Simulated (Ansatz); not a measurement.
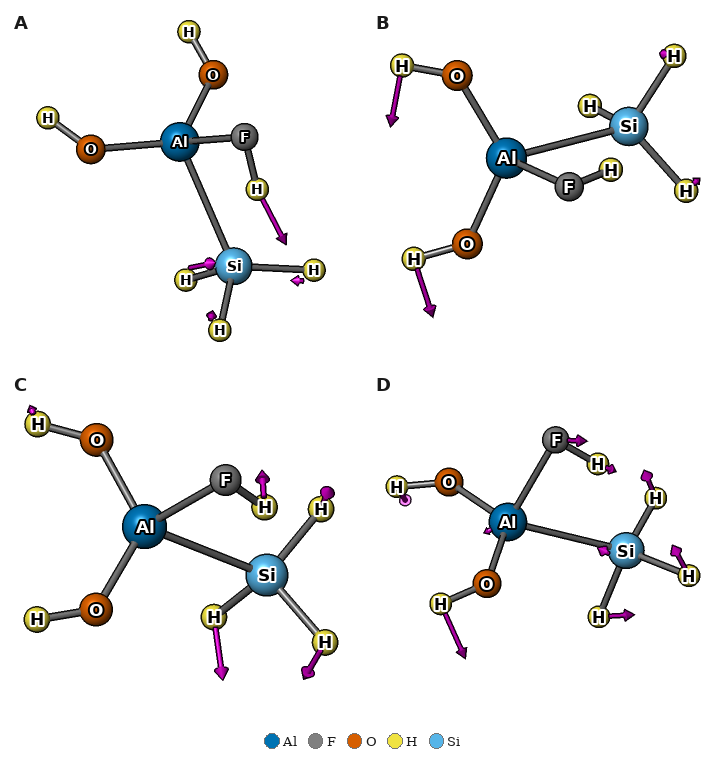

4 normal modes of one molecule or complex, as arrows. Harmonic vibrations computed with RKS PBE0-D4/def2-SVP (Ansatz 0.2.0) at a stationary point of the same level. It is a saddle point of order 3.

Match the panels to the wavenumbers 276 cm⁻¹, 436 cm⁻¹, 930 cm⁻¹, 2188 cm⁻¹.

Answer. A: 2188 cm⁻¹
B: 436 cm⁻¹, Al–O–H bending
C: 930 cm⁻¹
D: 276 cm⁻¹
